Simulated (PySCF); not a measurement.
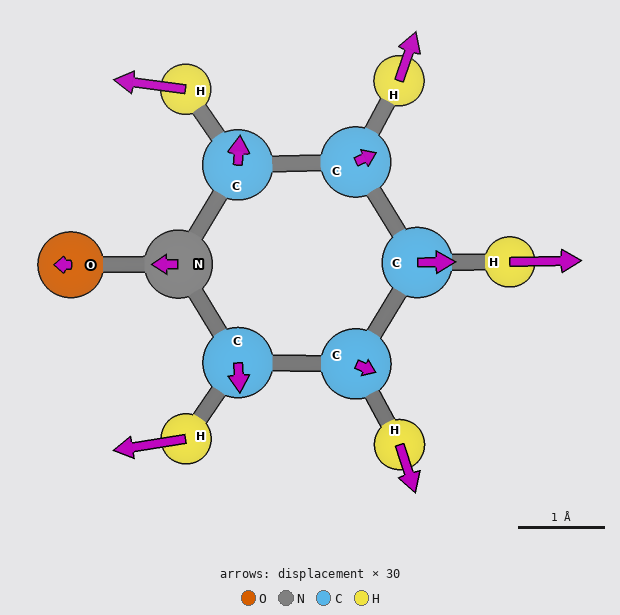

A relaxation of C5H5NO. The starting structure is drawn; purple arrows show the displacements, 30 times their true length. The two geometries are superimposed by the best rigid fit.

A ball-and-stick model, seen at a tilt.

The start comes from GFN2-xTB.

Method: PBE0-D3(BJ)/def2-SVP geometry optimisation, gas phase (PySCF). 

> Which element moves most?

Hydrogen: up to 0.029 Å, against 0.015 Å for carbon.

> What did the optimiser do to the structure, and how much energy did it gain?

Over 4 geometry steps the energy falls by 0.89 kcal/mol. The largest force component goes from 0.84 to 0.0037 eV/Å. The largest moves after the best rigid fit, 0.029 Å, are those of H atoms. Largest moves by element: H 0.029 Å, C 0.015 Å, N 0.011 Å, O 0.007 Å. Among the contacts that change: C–N 1.355 → 1.371 Å, C–H 1.079 → 1.092 Å, C–C 1.374 → 1.382 Å, C–C 1.387 → 1.394 Å. The run took of the order of 24 core-seconds on a shared host.
